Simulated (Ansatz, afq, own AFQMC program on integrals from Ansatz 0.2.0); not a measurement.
# GeNH2 (quartet): AFQMC on the coupled-cluster ladder at scale of all distances = 1.478, cc-pVDZ, part 2 of 2

Ansatz 0.2.0, Gaussian basis, and an in-house AFQMC program (afq) on its integrals; all values are calculated; cc-pVDZ, frozen cores.

## (10) Phaseless AFQMC, CISD trial on UHF

It reads the integrals that the CCSD(T) run on this determinant wrote.

The run is started by

```sh
afq ham --method phaseless --trial cisd --walkers 60 --populations 1 --least-time 40 --time-step 0.005 --steps-per-block 50 --equilibration-blocks 40 --max-blocks 300 --target-error 0.0008 --factor-cut 1e-05 --start spin_pure --seed 2765 --release-times 0.24,0.51,0.99,1.62,2.4 --release-step 0.03 --release-every 4 --taylor-order 6
```

Output:

```text
orbitals 36  electrons 7 4  factors 238 of 550
reference energy -2130.72049317 Eh
CCSD correlation -0.20456397 Eh in 20 cycles, weight of the determinant in the CISD state 0.6653
energy of the start -2130.873705 Eh
 block  time / (1/Eh)  mean weight  energy / Eh
     1     0.250  0.9988  -2130.893227
     2     0.500  1.0017  -2130.903296
     3     0.750  0.9981  -2130.911095
     4     1.000  0.9986  -2130.919642
     5     1.250  0.9995  -2130.922280
     6     1.500  0.9997  -2130.925116
     7     1.750  0.9987  -2130.930649
     8     2.000  1.0011  -2130.932269
     9     2.250  0.9985  -2130.938308
    10     2.500  1.0007  -2130.938300
    13     3.250  1.0004  -2130.921255
    19     4.750  1.0010  -2130.927619
    25     6.250  1.0015  -2130.922589
    31     7.750  0.9994  -2130.931658
    37     9.250  1.0002  -2130.935880
    43    10.750  0.9996  -2130.954554
    49    12.250  1.0007  -2130.931109
    55    13.750  1.0008  -2130.940721
    61    15.250  0.9980  -2130.934179
    67    16.750  1.0011  -2130.929971
    73    18.250  0.9998  -2130.933080
    79    19.750  0.9979  -2130.928056
    85    21.250  0.9995  -2130.928459
    91    22.750  0.9994  -2130.929641
    97    24.250  1.0022  -2130.930766
   103    25.750  0.9993  -2130.938676
   109    27.250  0.9929  -2130.928685
   115    28.750  1.0004  -2130.925485
   121    30.250  1.0016  -2130.930584
   127    31.750  1.0002  -2130.931171
   133    33.250  0.9994  -2130.933872
   139    34.750  0.9982  -2130.935612
   145    36.250  0.9965  -2130.932147
   151    37.750  1.0001  -2130.941774
   157    39.250  1.0011  -2130.937214
   163    40.750  1.0004  -2130.940457
   169    42.250  0.9992  -2130.942527
   175    43.750  0.9983  -2130.928125
   181    45.250  1.0030  -2130.948163
   187    46.750  0.9991  -2130.922545
   193    48.250  0.9998  -2130.933355
   199    49.750  0.9998  -2130.923993
   205    51.250  0.9997  -2130.936778
   211    52.750  0.9996  -2130.945718
   217    54.250  1.0015  -2130.937746
   223    55.750  1.0000  -2130.936493
   229    57.250  1.0001  -2130.931389
   235    58.750  1.0016  -2130.929607
   241    60.250  0.9996  -2130.938053
   247    61.750  1.0001  -2130.930900
   253    63.250  1.0023  -2130.937224
   259    64.750  0.9987  -2130.942399
blocks merged  error / Eh  count
     1  0.000444  220
     2  0.000573  110
     4  0.000697  55
     8  0.000785  27
    16  0.000776  13
released: time / (1/Eh)  energy / Eh  error  mean overlap
  0.24  -2130.933156  0.000804  0.9961
  0.51  -2130.932996  0.000959  0.9929
  0.99  -2130.933493  0.000985  0.9796
  1.62  -2130.931685  0.001022  1.0126
  2.40  -2130.933097  0.001290  1.0160
energy -2130.933712 +/- 0.000785 Eh
```

Run time: 4.2 min. Hardware: 1 thread of Arm Neoverse V2, shared host.

Energy -57985.6603 ± 0.0214 eV. Caveats: constraint bias not in the error.

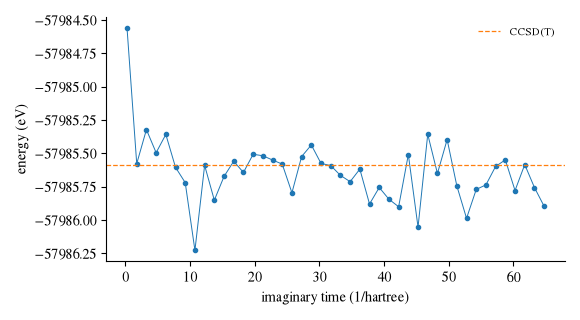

Block energies along the walk.

## (11) CCSD(T) on ROHF

Input file in.yaml:

```yaml
crystal:
  periodic: [false, false, false]
  atoms:
    - {symbol: Ge, position_ang: [-0.051096, 0.000000, 0.437262]}
    - {symbol: N, position_ang: [0.107061, 0.000001, -2.432563]}
    - {symbol: H, position_ang: [1.097299, -1.859679, 1.145632]}
    - {symbol: H, position_ang: [1.097297, 1.859679, 1.145634]}
basis:
  gaussian: {orbitals: cc-pVDZ}
magnetization: {spin_polarized: false, initial_magnetization: 3}
correlation: {method: ccsd_t, electrons: outside_noble_gas, hamiltonian_folder: ham}
```

The run is started by

```sh
ansatz run in.yaml --threads 1 --pin off --events-out ev --progress --plain --max-ram 1382MiB
```

Output, cut to the lines that bear on the results:

```text
Functional definition: HF
  name "HF"
  cite "Fock, Z. Phys. 61, 126 (1930) doi:10.1007/BF01340294"
  parent pbe
[...]
550 factors; integrals over basis functions are off by at most 1.1e-3 eV
[...]
mean field -57979.36742200 eV, -2130.7024529317 hartree, gradient 3.4e-6 eV, S^2 3.750000; 1 other end points of the search recorded, 0 dependent functions left out
[...]
unrestricted determinant -57979.85832188 eV, -2130.7204931694 hartree, S^2 4.6283
15 core orbitals not correlated: weight in the atoms' cores, before any rotation towards them, 1.000 or more for the frozen orbitals, at most 0.000 for the correlated occupied ones
reference -57979.36742200 eV, -2130.7024529317 hartree; 7, 4 occupied and 29, 32 virtual orbitals, 550 factors
second order -4.52733426 eV of doubles, -0.05525169 eV of singles
cycle   1  -5.53398541 eV  change   -9.5e-1 eV  update   1.0e-1
[...]
cycle  16  -6.12382401 eV  change   -1.1e-5 eV  update   1.1e-5
perturbative correction -0.15847996 eV, -0.0058240310 hartree
Total energy: -57985.64972597 eV, -2130.9333233442 hartree
```

Wall time 4.6 s (1 thread of Arm Neoverse V2, shared host).

From the report: correlation -6.2823 eV; T1 0.038; largest double amplitude 0.14.

This run also writes the integrals to the folder ham.

## (12) CCSDT(Q) on ROHF

in.yaml: that of step 11 with these lines changed.

```diff
@@ -10,2 +10,2 @@
 magnetization: {spin_polarized: false, initial_magnetization: 3}
-correlation: {method: ccsd_t, electrons: outside_noble_gas, hamiltonian_folder: ham}
+correlation: {method: ccsdt_q, electrons: outside_noble_gas}
```

Same command.

Output, cut to the lines that bear on the results:

```text
Functional definition: HF
  name "HF"
  cite "Fock, Z. Phys. 61, 126 (1930) doi:10.1007/BF01340294"
  parent pbe
[...]
960 factors; integrals over basis functions are off by at most 1.5e-7 eV
[...]
mean field -57979.36747316 eV, -2130.7024548119 hartree, gradient 3.3e-6 eV, S^2 3.750000; 1 other end points of the search recorded, 0 dependent functions left out
[...]
unrestricted determinant -57979.85835838 eV, -2130.7204945109 hartree, S^2 4.6283
15 core orbitals not correlated: weight in the atoms' cores, before any rotation towards them, 1.000 or more for the frozen orbitals, at most 0.000 for the correlated occupied ones
reference -57979.36747316 eV, -2130.7024548119 hartree; 7, 4 occupied and 29, 32 virtual orbitals, 960 factors
second order -4.52740521 eV of doubles, -0.05525086 eV of singles
cycle   1  -5.53401517 eV  change   -9.5e-1 eV  update   1.1e-1
[...]
cycle  33  -6.32737328 eV  change    4.3e-7 eV  update   1.2e-6
perturbative correction -0.00575497 eV, -0.0002114912 hartree
Total energy: -57985.70060141 eV, -2130.9351929824 hartree
```

Wall time 27 s (1 thread of Arm Neoverse V2, shared host); peak memory 0.42 GiB.

From the report: correlation -6.3331 eV; T1 0.041; largest double amplitude 0.15.

## (13) Phaseless AFQMC, CISD trial on ROHF

It reads the integrals that the CCSD(T) run on this determinant wrote.

The run is started by

```sh
afq ham --method phaseless --trial cisd --walkers 60 --populations 1 --least-time 40 --time-step 0.005 --steps-per-block 50 --equilibration-blocks 40 --max-blocks 300 --target-error 0.0008 --factor-cut 1e-05 --start spin_pure --seed 2765 --release-times 0.24,0.51,0.99,1.62,2.4 --release-step 0.03 --release-every 4 --taylor-order 6
```

Output:

```text
orbitals 36  electrons 7 4  factors 237 of 550
reference energy -2130.70245293 Eh
CCSD correlation -0.22504614 Eh in 19 cycles, weight of the determinant in the CISD state 0.8023
energy of the start -2130.927497 Eh
 block  time / (1/Eh)  mean weight  energy / Eh
     1     0.250  1.0001  -2130.923573
     2     0.500  1.0012  -2130.923262
     3     0.750  1.0003  -2130.924133
     4     1.000  0.9985  -2130.925118
     5     1.250  1.0004  -2130.924720
     6     1.500  0.9995  -2130.924902
     7     1.750  1.0000  -2130.925612
     8     2.000  1.0036  -2130.927991
     9     2.250  0.9997  -2130.929358
    10     2.500  0.9998  -2130.929199
    11     2.750  1.0007  -2130.932621
    16     4.000  1.0007  -2130.933161
    21     5.250  0.9980  -2130.937711
    26     6.500  0.9993  -2130.930210
    31     7.750  1.0013  -2130.926595
    36     9.000  0.9987  -2130.935087
    41    10.250  1.0002  -2130.928570
    46    11.500  1.0016  -2130.931413
    51    12.750  1.0008  -2130.931689
    56    14.000  1.0003  -2130.937992
    61    15.250  0.9974  -2130.934649
    66    16.500  0.9997  -2130.930232
    71    17.750  1.0005  -2130.937251
    76    19.000  1.0020  -2130.940952
    81    20.250  0.9983  -2130.936412
    86    21.500  1.0009  -2130.932094
    91    22.750  1.0012  -2130.929526
    96    24.000  1.0015  -2130.928916
   101    25.250  0.9998  -2130.934204
   106    26.500  1.0006  -2130.928031
   111    27.750  1.0025  -2130.938784
   116    29.000  0.9971  -2130.933261
   121    30.250  0.9980  -2130.934986
   126    31.500  0.9996  -2130.939130
   131    32.750  0.9999  -2130.943243
   136    34.000  1.0006  -2130.935155
   141    35.250  0.9980  -2130.932964
   146    36.500  1.0009  -2130.935655
   151    37.750  0.9996  -2130.943525
   156    39.000  0.9984  -2130.937034
   161    40.250  1.0012  -2130.942820
   166    41.500  0.9994  -2130.934817
   171    42.750  1.0016  -2130.930705
   176    44.000  1.0003  -2130.931839
   181    45.250  1.0007  -2130.931663
   186    46.500  1.0004  -2130.947590
   191    47.750  0.9993  -2130.932032
   196    49.000  0.9990  -2130.932880
blocks merged  error / Eh  count
     1  0.000423  160
     2  0.000519  80
     4  0.000632  40
     8  0.000715  20
    16  0.000599  10
released: time / (1/Eh)  energy / Eh  error  mean overlap
  0.24  -2130.933722  0.000887  1.0057
  0.51  -2130.934694  0.000865  0.9998
  0.99  -2130.935660  0.000908  1.0238
  1.62  -2130.935310  0.000845  1.0049
  2.40  -2130.936760  0.001233  0.9588
energy -2130.934746 +/- 0.000715 Eh
```

Run time: 3.1 min. Hardware: 1 thread of Arm Neoverse V2, shared host.

Energy -57985.6884 ± 0.0195 eV. Caveats: constraint bias not in the error.

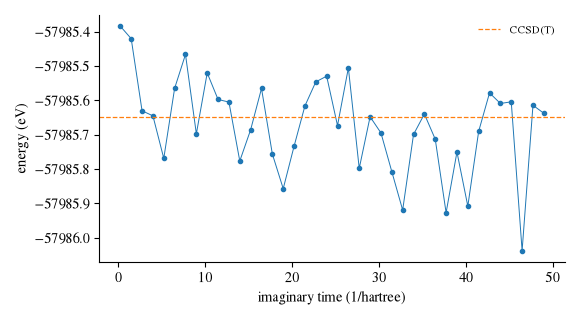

Block energies along the walk.

## (14) AFQMC on the ladder

On the UHF determinant, counted from CCSDT(Q) (a yardstick, not exact):

```csv
level,energy (eV),from CCSDT(Q) (kcal/mol),statistical error (kcal/mol),time
HF,-57979.8583,+134.62,,
MP2,-57983.6264,+47.72,,
CCSD,-57985.4248,+6.25,,
CCSD(T),-57985.5892,+2.46,,
CCSDT(Q),-57985.6958,0.00,,
"Phaseless AFQMC, CISD trial, step 0.005, 60 walkers",-57985.6603,+0.82,0.49,4.2 min
```

On the ROHF determinant, counted from CCSDT(Q) (a yardstick, not exact):

```csv
level,energy (eV),from CCSDT(Q) (kcal/mol),statistical error (kcal/mol),time
HF,-57979.3674,+146.05,,
MP2,-57983.9500,+40.37,,
CCSD,-57985.4912,+4.83,,
CCSD(T),-57985.6497,+1.17,,
CCSDT(Q),-57985.7006,0.00,,
"Phaseless AFQMC, CISD trial, step 0.005, 60 walkers",-57985.6884,+0.28,0.45,3.1 min
```

The functionals' totals stand on their own zeros and serve differences with other points: PBE -58020.829 eV; r2SCAN -58030.033 eV; PBE0 -58022.148 eV; B3LYP -58032.635 eV; wB97M-V -58027.114 eV; B2PLYP -58018.259 eV.

## (15) Outcome

The summary covers parts 1 to 2.

```
                                         quantity                  value
                     CCSD(T) on UHF from CCSDT(Q)         +2.46 kcal/mol
 Phaseless AFQMC, CISD trial on UHF from CCSDT(Q)  +0.82 ± 0.49 kcal/mol
                    CCSD(T) on ROHF from CCSDT(Q)         +1.17 kcal/mol
Phaseless AFQMC, CISD trial on ROHF from CCSDT(Q)  +0.28 ± 0.45 kcal/mol
```

What this shows: On UHF the phaseless walk with the CISD trial lies +0.82 kcal/mol from CCSDT(Q), within three error bars. On ROHF the phaseless walk with the CISD trial lies +0.28 kcal/mol from CCSDT(Q), within three error bars. Error bars are statistical and leave out the constraint, the time step and what remains of the start.
